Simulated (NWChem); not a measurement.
# wB97X/6-31G(d) (spherical functions) run of SiH2O (oxosilane)

What is the vertical ionisation energy of SiH2O (oxosilane) at wB97X/6-31G* (spherical functions)? 

Program for the calculation: NWChem 7.3.0.

2 further runs of the same task are left out: 2 set aside as unsound or not needed.

## (1) Starting point

The species is SiH2O (4 atoms), meant as a singlet with charge 0. SMILES: `O=[SiH2]`. The coordinates come from a PBE0-D4/def2-TZVP relaxation.

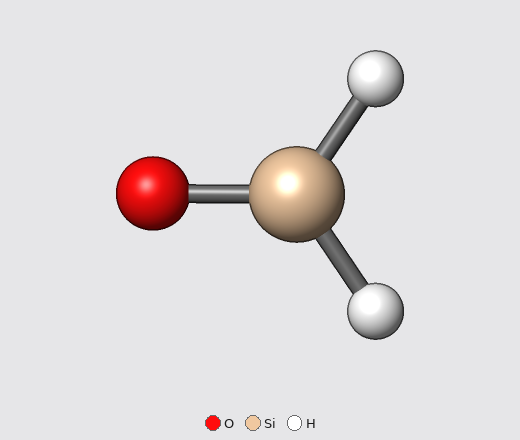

Viewed from a chosen angle; oxygen red, silicon light orange, hydrogen white.

## (2) The energy at wB97X/6-31G(d) (spherical functions)

Contents of h2osi.nw:

```
echo
start h2osi
memory 2200 mb
charge 0
geometry noautosym nocenter noautoz
O    -0.283200    0.413500    1.469500
Si   -0.006700    0.009800    0.034900
H     0.439900   -1.346000   -0.376200
H    -0.150000    0.922700   -1.128300
end
basis "ao basis" spherical bse
* library 6-31G*
end
dft
xc wb97x
grid lebedev 35 6
convergence energy 1e-08
maxiter 100
mulliken
print low
end
task dft energy
```

Started as:

```bash
$ nwchem h2osi.nw > h2osi.out
```

Output:

```text
[...]
 d= 0,ls=0.0,diis     1   -365.7011000268 -4.18D+02  4.54D-02  1.05D+00     0.2
[...]
 d= 0,ls=0.0,diis    10   -365.8424216391 -4.67D-09  1.40D-06  4.06D-10     1.6
         Total DFT energy =     -365.842421639138
      One electron energy =     -610.419247300194
           Coulomb energy =      222.318649357622
    Exchange-Corr. energy =      -30.226617492619
 Nuclear repulsion energy =       52.484793796052
[...]
      Total Density - Mulliken Population Analysis
     ---------------------------------------------
    Atom       Charge   Shell Charges
 -----------   ------   -------------------------------------------------------
    1 O    8     8.52   2.00  0.93  2.82  0.93  1.83  0.02
    2 Si  14    13.33   2.00  2.00  5.96  0.95  1.69  0.20  0.27  0.26
    3 H    1     1.08   0.50  0.58
    4 H    1     1.08   0.50  0.58
[...]
```

It took 2.1 s on 1 thread of AMD EPYC 9R45 (Zen 5), shared host; peak memory 0.11 GiB.

## (3) The doublet cation, same level

Contents of h2osi.nw:

```
start h2osi
title "H2OSi"
memory 2200 mb
charge 1
geometry units angstroms noautosym nocenter noautoz
  O    -0.283200    0.413500    1.469500
  Si   -0.006700    0.009800    0.034900
  H     0.439900   -1.346000   -0.376200
  H    -0.150000    0.922700   -1.128300
end
basis spherical bse
  * library 6-31G*
end
dft
  xc wb97x
  mult 2
  grid lebedev 35 6
  convergence energy 1e-08
  maxiter 100
  mulliken
  print low
end
task dft energy
```

Started as:

```bash
$ nwchem h2osi.nw > h2osi.out
```

Output:

```text
[...]
 d= 0,ls=0.0,diis     1   -364.9848279396 -4.17D+02  4.15D-02  8.22D-01     0.2
[...]
 d= 0,ls=0.0,diis    13   -365.4519401978 -3.38D-09  6.89D-07  3.71D-10     2.2
[...]
         Total DFT energy =     -365.451940197759
      One electron energy =     -602.482627731457
           Coulomb energy =      214.457203145016
    Exchange-Corr. energy =      -29.911309407370
 Nuclear repulsion energy =       52.484793796052
[...]
      Total Density - Mulliken Population Analysis
     ---------------------------------------------
    Atom       Charge   Shell Charges
 -----------   ------   -------------------------------------------------------
    1 O    8     8.11   2.00  0.97  2.75  0.93  1.44  0.02
    2 Si  14    13.09   2.00  2.00  5.96  1.04  1.67  0.14  0.07  0.21
    3 H    1     0.90   0.47  0.43
    4 H    1     0.90   0.47  0.43
[...]
      <S2> =      0.7572 (Exact =     0.7500)
[...]
```

Wall time 2.7 s (1 thread of AMD EPYC 9R45 (Zen 5), shared host); peak memory 0.11 GiB.

## (4) Outcome

Level: wB97X/6-31G* (spherical functions).

| quantity | value |
| --- | --- |
| singlet SiH2O: total energy | -365.84242 Eh |
| doublet cation: total energy | -365.45194 Eh |
| doublet cation: ⟨S²⟩ | 0.757 |
| vertical ionisation energy (to the doublet cation) | 10.626 eV |

The vertical ionisation energy comes to 10.63 eV (1025 kJ/mol). Mulliken charges (singlet SiH2O) run from -0.52 on O1 to +0.67 on Si2. Mulliken charges (doublet cation) run from -0.11 on O1 to +0.91 on Si2; they depend strongly on the basis.
